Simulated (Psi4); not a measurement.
# GaBH3ClO (SMILES O[B](Cl)[GaH2]): M06-L/6-31G(d) (spherical functions)

What is the vertical ionisation energy of GaBH3ClO at M06-L/6-31G* (spherical functions)? Input form: a Python script.

The calculation is run with Psi4 1.11.

**1. Starting point**

GaBH3ClO has 7 atoms, charge 0, and is taken as a singlet. SMILES: `O[B](Cl)[GaH2]`. Geometry: relaxed at PBE0-D4/def2-TZVP. This is one conformer, not always the lowest.

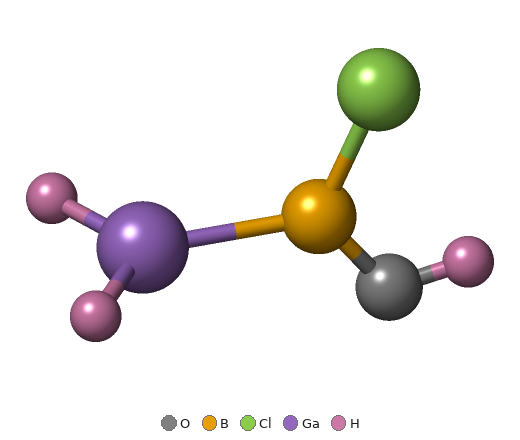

The structure, seen from a chosen angle (oxygen grey, boron amber, chlorine green, gallium purple, hydrogen pink).

**2. A single-point energy at M06-L/6-31G(d) (spherical functions)**

Contents of job.py:

```python
import psi4

psi4.set_memory(2200000000)
psi4.set_num_threads(1)
psi4.core.set_output_file('output.dat', False)

geom = psi4.geometry("""
O     -0.845500    -1.229100     0.927100
B     -0.031900    -0.664900     0.017900
Cl     0.899000    -1.736200    -1.070500
Ga     0.202400     1.406200    -0.190800
H     -0.850900    -2.194300     0.905900
H     -0.691300     2.232500    -1.186100
H      1.318000     2.185900     0.596500
units angstrom
symmetry c1
""")

psi4.set_options({
    'puream': True,
    'e_convergence': 1e-09,
    'd_convergence': 1e-08,
    'scf_type': 'pk',
    'dft_radial_points': 99,
    'dft_spherical_points': 590,
})

e, wfn = psi4.energy("m06-l/6-31G*", return_wfn=True)
print(f'total energy {e:.8f} hartree = {e * 27.211386:.5f} eV')
```

Started as:

```bash
$ python job.py
```

output.dat:

```text
[...]
  Running in c1 symmetry.
[...]
  Nuclear repulsion =  275.852652829301860
[...]
  Multiplicity = 1
[...]
  Nalpha       = 32
  Nbeta        = 32
[...]
    Number of basis functions: 84
[...]
   @RKS iter   1: -2484.43665251262155   -1.31462e+00   3.67806e-02 DIIS/ADIIS
[...]
   @RKS iter  14: -2486.62035037754231    9.09495e-13   2.33251e-09 DIIS
[...]
    Orbital Energies [Eh]
    ---------------------
    Doubly Occupied:
       1A   -371.914752     2A   -101.169086     3A    -45.843562
       4A    -40.503267     5A    -40.498871     6A    -40.498546
       7A    -19.025705     8A     -9.403858     9A     -7.110384
      10A     -7.104867    11A     -7.103745    12A     -6.710644
      13A     -5.517916    14A     -3.760000    15A     -3.747303
      16A     -3.746075    17A     -1.034762    18A     -0.801752
      19A     -0.758462    20A     -0.753582    21A     -0.752951
      22A     -0.747583    23A     -0.745900    24A     -0.551731
      25A     -0.443879    26A     -0.419106    27A     -0.364766
      28A     -0.364721    29A     -0.306358    30A     -0.303068
      31A     -0.275273    32A     -0.244899
[...]
  @RKS Final Energy: -2486.62035037754231
   => Energetics <=
    Nuclear Repulsion Energy =            275.8526528293018600
    One-Electron Energy =               -4007.4380185384625292
    Two-Electron Energy =                1362.0346483669322879
    DFT Exchange-Correlation Energy =    -117.0696330353140269
    Empirical Dispersion Energy =           0.0000000000000000
    VV10 Nonlocal Energy =                  0.0000000000000000
    Total Energy =                      -2486.6203503775423087
[...]
 Multipole Moments:
 ------------------------------------------------------------------------------------
     Multipole            Electronic (a.u.)      Nuclear  (a.u.)        Total (a.u.)
 ------------------------------------------------------------------------------------
 L = 1.  Multiply by 2.5417464519 to convert [e a0] to [Debye]
 Dipole X            :          0.7279923           -1.0240106           -0.2960182
 Dipole Y            :          3.9467103           -4.4198564           -0.4731462
 Dipole Z            :         -0.7167885            1.0399872            0.3231987
 Magnitude           :                                                    0.6449430
[...]
```

The script printed:

```text
total energy -2486.62035038 hartree = -67664.38619 eV
```

It took 21 s on 1 thread of Intel Xeon 6975P-C (Granite Rapids), shared host; peak memory 1.2 GiB.

**3. The doublet cation: energy and gradient at UM06-L/6-31G(d) (spherical functions)**

Contents of bclgah3o.xyz:

```xyz
7
BClGaH3O
O     -0.845500    -1.229100     0.927100
B     -0.031900    -0.664900     0.017900
Cl     0.899000    -1.736200    -1.070500
Ga     0.202400     1.406200    -0.190800
H     -0.850900    -2.194300     0.905900
H     -0.691300     2.232500    -1.186100
H      1.318000     2.185900     0.596500
```

Contents of calc.py:

```python
import psi4

psi4.set_memory(2200000000)
psi4.set_num_threads(1)
psi4.core.set_output_file('bclgah3o.out', False)

with open('bclgah3o.xyz') as f:
    atoms = ''.join(f.readlines()[2:])
mol = psi4.geometry('1 2\n' + atoms + 'symmetry c1\nno_reorient\nno_com')

options = {'basis': '6-31G*', 'reference': 'uks', 'puream': True, 'e_convergence': 1e-09, 'd_convergence': 1e-08, 'scf_type': 'pk', 'dft_radial_points': 99, 'dft_spherical_points': 590, 'maxiter': 100}
psi4.set_options(options)

e, wfn = psi4.gradient("M06-L", return_wfn=True)
psi4.oeprop(wfn, "WIBERG_LOWDIN_INDICES", "MAYER_INDICES", "QUADRUPOLE")
print('gradient / Eh bohr^-1')
print(e.np.round(6))
print(f'energy = {wfn.energy():.10f} Eh')
```

Started as:

```bash
$ python calc.py
```

bclgah3o.out:

```text
[...]
  Running in c1 symmetry.
[...]
  Nuclear repulsion =  275.852652829301860
[...]
  Multiplicity = 2
[...]
  Nalpha       = 32
  Nbeta        = 31
[...]
    Number of basis functions: 84
[...]
   @UKS iter   1: -2483.96426096981531   -8.42236e-01   3.68931e-02 ADIIS/DIIS
[...]
   @UKS iter  19: -2486.26763475384359   -5.45697e-12   6.62925e-09 DIIS
[...]
   @S^2 Observed:                7.542907413E-01
[...]
  @UKS Final Energy: -2486.26763475384359
   => Energetics <=
    Nuclear Repulsion Energy =            275.8526528293018600
    One-Electron Energy =               -3992.0810783222896134
    Two-Electron Energy =                1346.6921092949910417
    DFT Exchange-Correlation Energy =    -116.7313185558468831
    Empirical Dispersion Energy =           0.0000000000000000
    VV10 Nonlocal Energy =                  0.0000000000000000
    Total Energy =                      -2486.2676347538435948
[...]
  -Total Gradient:
     Atom            X                  Y                   Z
    ------   -----------------  -----------------  -----------------
       1       -0.014247128071    -0.042111604928     0.015018271174
       2        0.011369047149     0.089274463101    -0.010443226910
       3        0.003977281205    -0.030955379291    -0.005400464250
       4       -0.007317546613    -0.046749767293     0.007014323555
       5        0.002568429094     0.008544508650    -0.002670645315
       6        0.008598367781     0.010835350536     0.004269758696
       7       -0.004976006047     0.011174126239    -0.007757893000
[...]
 Multipole Moments:
 ------------------------------------------------------------------------------------
     Multipole            Electronic (a.u.)      Nuclear  (a.u.)        Total (a.u.)
 ------------------------------------------------------------------------------------
 L = 1.  Multiply by 2.5417464519 to convert [e a0] to [Debye]
 Dipole X            :        -27.0200659           27.2303866            0.2103206
 Dipole Y            :         -6.0409921            5.9405430           -0.1004491
 Dipole Z            :         30.5431919          -30.7849614           -0.2417694
 Magnitude           :                                                    0.3358232
 L = 2.  Multiply by 1.3450342976 to convert [e a0^2] to [Debye ang]
 Quadrupole XX       :       -111.6516536           84.5358754          -27.1157781
 Quadrupole XY       :         22.9918277          -21.7362879            1.2555398
[...]
```

The script printed:

```text
gradient / Eh bohr^-1
[[-0.014247 -0.042112  0.015018]
 [ 0.011369  0.089274 -0.010443]
 [ 0.003977 -0.030955 -0.0054  ]
 [-0.007318 -0.04675   0.007014]
 [ 0.002568  0.008545 -0.002671]
 [ 0.008598  0.010835  0.00427 ]
 [-0.004976  0.011174 -0.007758]]
energy = -2486.2676347538 Eh
```

Run time: 44 s. Hardware: 1 thread of Intel Xeon 6975P-C (Granite Rapids), shared host; peak memory 1.2 GiB.

**4. Results**

At M06-L/6-31G* (spherical functions):

```
                                          quantity           value
                    singlet GaBH3ClO: total energy  -2486.62035 Eh
                   singlet GaBH3ClO: dipole moment          1.64 D
                     singlet GaBH3ClO: HOMO energy        -6.66 eV
                     singlet GaBH3ClO: LUMO energy        -2.18 eV
                   singlet GaBH3ClO: HOMO–LUMO gap         4.48 eV
                      doublet cation: total energy  -2486.26763 Eh
doublet cation: HOMO energy (highest over α and β)       -13.29 eV
 doublet cation: LUMO energy (lowest over α and β)       -12.45 eV
                              doublet cation: ⟨S²⟩           0.754
          doublet cation: largest force on an atom      4.659 eV/Å
vertical ionisation energy (to the doublet cation)        9.598 eV
```

**Reading.** The vertical ionisation energy comes to 9.60 eV (221 kcal/mol). −ε(HOMO) before ionisation, 6.66 eV, is 2.93 eV below this ionisation energy.
